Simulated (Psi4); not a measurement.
**Geometry relaxation of CH3NSn (part 1 of 4)**

- system: CH3NSn, SMILES N#[C][SnH3]
- method: BP86/def2-SVP, RKS, core potentials def2 (Psi4 1.11)

The geometry comes from this level: PBE0-D4/def2-TZVP.

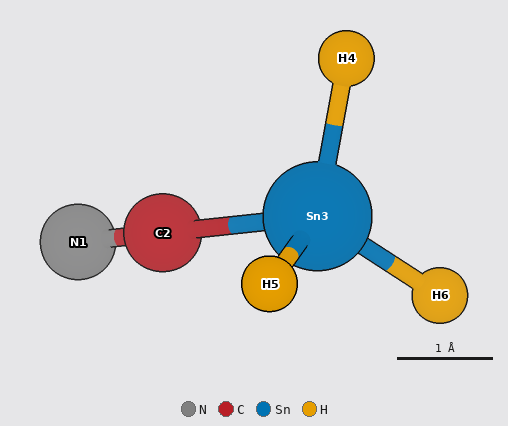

The starting structure (ball-and-stick view, seen at a tilt; atoms are numbered from 1 in the order of the input). Sticks mark near contacts.

## Key numbers

- outcome: converged
- total energy: −308.953638 hartree
- basis functions: 69
- HOMO: −8.10 eV
- LUMO: −1.22 eV
- dipole moment: 4.04 D
- hardware: 1 thread of Intel Xeon (Granite Rapids), 16 GiB of memory available, shared host
- wall time: 12 s
- peak memory: 0.49 GiB

## Input file (calc.py)
```python
import psi4

psi4.set_memory('1600 MB')
psi4.set_num_threads(1)
psi4.set_output_file('output.dat', False)

with open('ch3nsn.xyz') as f:
    atoms = ''.join(f.readlines()[2:])
m = psi4.geometry('0 1\n' + atoms + 'symmetry c1')

psi4.set_options({
    'basis': 'def2-SVP',
    'geom_maxiter': 60,
})

energy_value, wavefunction = psi4.optimize('bp86', return_wfn=True)
print('E =', round(energy_value, 9))
print(m.to_string(dtype='xyz', units='Angstrom'))
```

## File ch3nsn.xyz
```
6
CH3NSn
N      2.057000    -0.924700     1.310700
C      1.149600    -0.518100     0.728500
Sn    -0.513900     0.221600    -0.342800
H     -0.145000     1.830100    -0.731400
H     -0.663700    -0.763700    -1.714300
H     -1.841900     0.090700     0.703000
```

Command:
```bash
python calc.py
```

## The program's output
```
Psi4 1.11 release

gradient() will perform analytic gradient computation.

   => Loading Basis Set <=

    Name: DEF2-SVP
    Role: ORBITAL
    Keyword: BASIS

    !!!  WARNING: ECP capability is in beta. Please check occupations closely.  !!!

         ---------------------------------------------------------
                                   SCF
                              RKS Reference
                        1 Threads,   1525 MiB Core
         ---------------------------------------------------------

  ==> Geometry <==

    Molecular point group: c1
    Full point group: C1

    Geometry (in Angstrom), charge = 0, multiplicity = 1:

       Center              X                  Y                   Z               Mass
    ------------   -----------------  -----------------  -----------------  -----------------
         N            2.202637152763    -0.982248590531     1.416542439606    14.003074004430
         C            1.295237152763    -0.575648590531     0.834342439606    12.000000000000
         SN          -0.368262847237     0.164051409469    -0.236957560394   119.902201630000
         H            0.000637152763     1.772551409469    -0.625557560394     1.007825032230
         H           -0.518062847237    -0.821248590531    -1.608457560394     1.007825032230
         H           -1.696262847237     0.033151409469     0.808842439606     1.007825032230

  Running in c1 symmetry.

  Rotational constants: A =      2.10073  B =      0.09639  C =      0.09639 [cm^-1]
  Rotational constants: A =  62978.25757  B =   2889.62939  C =   2889.61497 [MHz]
  Nuclear repulsion =  104.330604119022212

  Charge       = 0
  Multiplicity = 1
  Electrons    = 38
  Nalpha       = 19
  Nbeta        = 19

  ==> Algorithm <==

  SCF Algorithm Type is DF.
  DIIS enabled.
  MOM disabled.
  Fractional occupation disabled.
  Guess Type is SAD.
  Energy threshold   = 1.00e-08
  Density threshold  = 1.00e-08
  Integral threshold = 1.00e-12

  ==> Primary Basis <==

  Basis Set: DEF2-SVP
    Blend: DEF2-SVP
    Number of shells: 31
    Number of basis functions: 69
    Number of Cartesian functions: 73
    Spherical Harmonics?: true
    Max angular momentum: 2

  Core potential: DEF2-SVP
    Number of shells: 4
    Number of ECP primitives: 18
    Number of ECP core electrons: 28
    Max angular momentum: 3

  ==> DFT Potential <==

   => LibXC <=

    Version 7.1.2

   => Composite Functional: BP86 <=

    BP86 GGA Exchange-Correlation Functional

    Deriv               =              1
    GGA                 =           TRUE
    Meta                =          FALSE

    Exchange Hybrid     =          FALSE
    MP2 Hybrid          =          FALSE

   => Exchange Functionals <=

    1.0000     XC_GGA_X_B88

   => Correlation Functionals <=

    1.0000     XC_GGA_C_P86

   => LibXC Density Thresholds  <==

    XC_GGA_C_P86:  1.00E-15
    XC_GGA_X_B88:  1.00E-15

   => Molecular Quadrature <=

    Radial Scheme          =       TREUTLER
    Pruning Scheme         =           NONE
    Nuclear Scheme         =       TREUTLER

    Blocking Scheme        =         OCTREE
    BS radius alpha        =              1
    Pruning alpha          =              1
    Radial Points          =             75
    Spherical Points       =            302
    Total Points           =         130326
    Total Blocks           =           1029
    Max Points             =            256
    Max Functions          =             69
    Weights Tolerance      =       1.00E-15

   => Loading Basis Set <=

    Name: (DEF2-SVP AUX)
    Role: JKFIT
    Keyword: DF_BASIS_SCF

  ==> Integral Setup <==

  DFHelper Memory: AOs need 0.017 GiB; user supplied 0.903 GiB.
  SCF_SUBTYPE=INCORE selected. In-core MEM_DF algorithm will be used.
  Using in-core AOs.

  ==> MemDFJK: Density-Fitted J/K Matrices <==

    J tasked:                   Yes
    K tasked:                    No
    wK tasked:                   No
    Memory [MiB]:               924
    Algorithm:                 Core
    Schwarz Cutoff:           1E-12
    Mask sparsity (%):       0.5881
    Fitting Condition:        1E-10

   => Auxiliary Basis Set <=

  Basis Set: (DEF2-SVP AUX)
    Blend: DEF2-UNIVERSAL-JKFIT
    Number of shells: 114
    Number of basis functions: 424
    Number of Cartesian functions: 551
    Spherical Harmonics?: true
    Max angular momentum: 5

  Cached 100.0% of DFT collocation blocks in 0.215 [GiB].

  Minimum eigenvalue in the overlap matrix is 3.6301975829E-03.
  Reciprocal condition number of the overlap matrix is 8.7992126453E-04.
    Using symmetric orthogonalization.

  ==> Pre-Iterations <==

  SCF Guess: Superposition of Atomic Densities via on-the-fly atomic UHF (no occupation information).

   -------------------------
    Irrep   Nso     Nmo
   -------------------------
     A         69      69
   -------------------------
    Total      69      69
   -------------------------

  ==> Iterations <==

                           Total Energy        Delta E     RMS |[F,P]|

   @DF-RKS iter SAD:  -307.42692799970791   -3.07427e+02   0.00000e+00
   @DF-RKS iter   1:  -308.76247281518636   -1.33554e+00   7.91144e-03 DIIS/ADIIS
   @DF-RKS iter   2:  -308.66859313583740    9.38797e-02   9.93212e-03 DIIS/ADIIS
   @DF-RKS iter   3:  -308.92886718397051   -2.60274e-01   3.06400e-03 DIIS/ADIIS
   @DF-RKS iter   4:  -308.94230957050070   -1.34424e-02   2.12022e-03 DIIS/ADIIS
   @DF-RKS iter   5:  -308.95171499175422   -9.40542e-03   3.53203e-04 DIIS/ADIIS
   @DF-RKS iter   6:  -308.95201963844625   -3.04647e-04   6.99861e-05 DIIS
   @DF-RKS iter   7:  -308.95203464228990   -1.50038e-05   1.16094e-05 DIIS
   @DF-RKS iter   8:  -308.95203506320246   -4.20913e-07   1.03064e-06 DIIS
   @DF-RKS iter   9:  -308.95203506672220   -3.51974e-09   1.86990e-07 DIIS
   @DF-RKS iter  10:  -308.95203506686067   -1.38471e-10   1.82871e-08 DIIS
   @DF-RKS iter  11:  -308.95203506686158   -9.09495e-13   7.52696e-09 DIIS
  Energy and wave function converged.

  ==> Post-Iterations <==

   Electrons on quadrature grid:
      Ntotal   =   38.0000037176 ; deviation = 3.718e-06

    Orbital Energies [Eh]
    ---------------------

    Doubly Occupied:

       1A    -14.010448     2A     -9.934724     3A     -4.934708
       4A     -3.316466     5A     -3.313206     6A     -3.313205
       7A     -0.981710     8A     -0.978400     9A     -0.978399
      10A     -0.974433    11A     -0.974431    12A     -0.812080
      13A     -0.530465    14A     -0.388820    15A     -0.333828
      16A     -0.333816    17A     -0.301345    18A     -0.301336
      19A     -0.298868

    Virtual:

      20A     -0.040309    21A     -0.040297    22A     -0.033992
      23A     -0.026457    24A      0.044821    25A      0.044852
      26A      0.112939    27A      0.165550    28A      0.165555
      29A      0.173437    30A      0.300326    31A      0.300358
      32A      0.383517    33A      0.391629    34A      0.391653
      35A      0.449582    36A      0.535757    37A      0.535783
      38A      0.603769    39A      0.644688    40A      0.665587
      41A      0.665640    42A      0.704449    43A      0.815085
      44A      0.815095    45A      0.918958    46A      1.114886
      47A      1.273644    48A      1.388998    49A      1.389035
      50A      1.443043    51A      1.513301    52A      1.513454
      53A      1.569245    54A      1.569279    55A      1.645854
      56A      1.645907    57A      1.667172    58A      1.845238
      59A      1.845312    60A      2.185399    61A      2.185414
      62A      2.434353    63A      2.776073    64A      2.776081
      65A      3.206572    66A     14.744863    67A     14.744939
      68A     15.486971    69A     52.074660

    Final Occupation by Irrep:
              A
    DOCC [    19 ]
    NA   [    19 ]
    NB   [    19 ]

  @DF-RKS Final Energy:  -308.95203506686158

   => Energetics <=

    Nuclear Repulsion Energy =            104.3306041190222118
    One-Electron Energy =                -710.2766465726131173
    Two-Electron Energy =                 328.4930665486094199
    DFT Exchange-Correlation Energy =     -31.4990591618800480
    Empirical Dispersion Energy =           0.0000000000000000
    VV10 Nonlocal Energy =                  0.0000000000000000
    Total Energy =                       -308.9520350668615833

Computation Completed

Properties will be evaluated at   0.000000,   0.000000,   0.000000 [a0]

Properties computed using the SCF density matrix

 Multipole Moments:

 ------------------------------------------------------------------------------------
     Multipole            Electronic (a.u.)      Nuclear  (a.u.)        Total (a.u.)
 ------------------------------------------------------------------------------------

 L = 1.  Multiply by 2.5417464519 to convert [e a0] to [Debye]
 Dipole X            :        -25.5544585           24.3291123           -1.2253461
 Dipole Y            :         11.3860017          -10.8395568            0.5464449
 Dipole Z            :        -16.4419342           15.6537593           -0.7881748
 Magnitude           :                                                    1.5560510

 ------------------------------------------------------------------------------------

	total time  =          3 seconds =       0.05 minutes

         ------------------------------------------------------------
                                   SCF GRAD
         ------------------------------------------------------------

  ==> Geometry <==

    Molecular point group: c1
    Full point group: C1

    Geometry (in Angstrom), charge = 0, multiplicity = 1:

       Center              X                  Y                   Z               Mass
    ------------   -----------------  -----------------  -----------------  -----------------
         N            2.202637152763    -0.982248590531     1.416542439606    14.003074004430
         C            1.295237152763    -0.575648590531     0.834342439606    12.000000000000
         SN          -0.368262847237     0.164051409469    -0.236957560394   119.902201630000
         H            0.000637152763     1.772551409469    -0.625557560394     1.007825032230
         H           -0.518062847237    -0.821248590531    -1.608457560394     1.007825032230
         H           -1.696262847237     0.033151409469     0.808842439606     1.007825032230

  Nuclear repulsion =  104.330604119022212

  ==> Basis Set <==

  Basis Set: DEF2-SVP
    Blend: DEF2-SVP
    Number of shells: 31
    Number of basis functions: 69
    Number of Cartesian functions: 73
    Spherical Harmonics?: true
    Max angular momentum: 2

  Core potential: DEF2-SVP
    Number of shells: 4
    Number of ECP primitives: 18
    Number of ECP core electrons: 28
    Max angular momentum: 3

  ==> DFJKGrad: Density-Fitted SCF Gradients <==

    Gradient:                    1
    J tasked:                  Yes
    K tasked:                   No
    wK tasked:                  No
    Integrals threads:           1
    Memory [MiB]:             1144
    Schwarz Cutoff:          1E-12
    Fitting Condition:       1E-10

   => Auxiliary Basis Set <=

  Basis Set: (DEF2-SVP AUX)
    Blend: DEF2-UNIVERSAL-JKFIT
    Number of shells: 114
    Number of basis functions: 424
    Number of Cartesian functions: 551
    Spherical Harmonics?: true
    Max angular momentum: 5

   => Molecular Quadrature <=

    Radial Scheme          =       TREUTLER
    Pruning Scheme         =           NONE
    Nuclear Scheme         =       TREUTLER

    Blocking Scheme        =         OCTREE
    BS radius alpha        =              1
    Pruning alpha          =              1
    Radial Points          =             75
    Spherical Points       =            302
    Total Points           =         130326
    Total Blocks           =           1029
    Max Points             =            256
    Max Functions          =             69
    Weights Tolerance      =       1.00E-15

  -Total Gradient:
     Atom            X                  Y                   Z
    ------   -----------------  -----------------  -----------------
       1       -0.041502227406     0.018550941379    -0.026660173379
       2        0.035772515311    -0.015982560554     0.022984289380
       3        0.001620206883    -0.000739274945     0.001015304949
       4       -0.001055116021    -0.005356622056     0.001379563088
       5        0.000649527813     0.003162247084     0.004626798978
       6        0.004521620562     0.000347997043    -0.003332585214

	total time  =          1 seconds =       0.02 minutes

    			-----------------------------------------

    			 OPTKING 3.0: for geometry optimizations

    			        with contributions from

    			-----------------------------------------

	                            ===> Fragment 1 <==

	 Z (Atomic Numbers)          Masses                          Geom
	       7.000000            14.003074          4.16238097 -1.85618082  2.67687726
	       6.000000            12.000000          2.44764349 -1.08781818  1.57667871
	      50.000000            119.902202        -0.69591592  0.31001223 -0.44778489
	       1.000000             1.007825          0.00120404  3.34963671 -1.18213246
	       1.000000             1.007825         -0.97899690 -1.55193492 -3.03954427
	       1.000000             1.007825         -3.20547222  0.06264708  1.52849069

	 - Coordinate -           - BOHR/RAD -       - ANG/DEG -
	 R(1,2)           =         2.177417           1.152239
	 R(2,3)           =         3.991785           2.112362
	 R(3,4)           =         3.203835           1.695397
	 R(3,5)           =         3.203779           1.695367
	 R(3,6)           =         3.203861           1.695410
	 L(1,2,3)         =         3.138301         179.811417
	 l(1,2,3)         =         3.141593         180.000000
	 B(2,3,4)         =         1.851592         106.088429
	 B(2,3,5)         =         1.850785         106.042174
	 B(2,3,6)         =         1.851441         106.079739
	 B(4,3,5)         =         1.966207         112.655374
	 B(4,3,6)         =         1.966083         112.648242
	 B(5,3,6)         =         1.965922         112.639047

	        --- Internal Coordinate Step in ANG or DEG, aJ/ANG or AJ/DEG ---
	-------------------------------------------------------------------------------
	           Coordinate      Previous         Force          Change          New
	           ----------      --------        ------          ------        ------
	               R(1,2)       1.15224        0.43421        0.02091       1.17315
	               R(2,3)       2.11236        0.05999        0.03252       2.14488
	               R(3,4)       1.69540        0.04633        0.02737       1.72276
	               R(3,5)       1.69537        0.04645        0.02743       1.72280
	               R(3,6)       1.69541        0.04635        0.02738       1.72279
	             L(1,2,3)     179.81142        0.00001        0.02758     179.83899
	             l(1,2,3)     180.00000       -0.00000       -0.00081     179.99919
	             B(2,3,4)     106.08843        0.00003        0.11993     106.20835
	             B(2,3,5)     106.04217        0.00003        0.12919     106.17137
	             B(2,3,6)     106.07974        0.00003        0.12517     106.20491
	             B(4,3,5)     112.65537       -0.00002       -0.11183     112.54354
	             B(4,3,6)     112.64824       -0.00002       -0.11150     112.53674
	             B(5,3,6)     112.63905       -0.00002       -0.10129     112.53776
	-------------------------------------------------------------------------------

	                                 ==> Convergence Check <==

	Measures of convergence in internal coordinates in au.

	Criteria marked as inactive (o), active & met (*), and active & unmet ( ).

	----------------------------------------------------------------------------------------------~
	   Step    Total Energy     Delta E     Max Force     RMS Force      Max Disp      RMS Disp   ~
	----------------------------------------------------------------------------------------------~
	  Convergence Criteria     1.00e-06 *    3.00e-04 *             o    1.20e-03 *             o~
	----------------------------------------------------------------------------------------------~
	     1    -308.95203507   -3.09e+02      5.27e-02      1.50e-02 o    6.14e-02      3.21e-02 o  ~
	----------------------------------------------------------------------------------------------

Next Geometry in Ang
	Fragment 1 (Ang)

	    N   2.2378568433  -0.9976808374   1.4393367616
	    C   1.3139625042  -0.5841335833   0.8463046390
	   Sn  -0.3751690809   0.1670216990  -0.2413989995
	    H  -0.0034831596   1.8018189523  -0.6378876598
	    H  -0.5304658471  -0.8320216192  -1.6363318583
	    H  -1.7267783433   0.0356038454   0.8187317546

    Structure for next step:
    Molecular point group: c1
    Full point group: C1

    Geometry (in Angstrom), charge = 0, multiplicity = 1:

    N            2.238915009431    -0.998079258156     1.440010598268
    C            1.315020670377    -0.584532003990     0.846978475730
    SN          -0.374110914780     0.166623278226    -0.240725162819
    H           -0.002424993420     1.801420531609    -0.637213823064
    H           -0.529407680969    -0.832420039882    -1.635658021608
    H           -1.725720177096     0.035205424639     0.819405591269

gradient() will perform analytic gradient computation.

  ==> Geometry <==

    Molecular point group: c1
    Full point group: C1

    Geometry (in Angstrom), charge = 0, multiplicity = 1:
```
